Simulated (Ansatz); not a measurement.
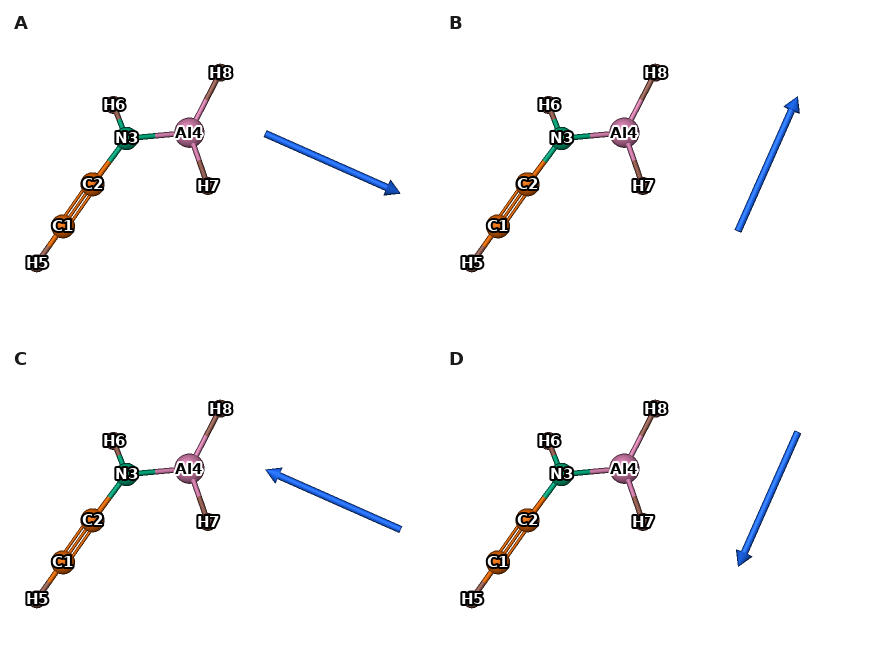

The same molecule four times, each with an arrow. Computed geometry: PBE0-D4/def2-TZVP optimisation. No frequency run is at hand to confirm it as a minimum. Level of theory: RKS PBE0-D4/def2-TZVP (Ansatz 0.2.0).

Which arrow points along the dipole moment, from the negative to the positive end?

B. The dipole moment is 1.37 D; it points from the side of H5 to the side of H8 (the outermost atoms at the two ends).
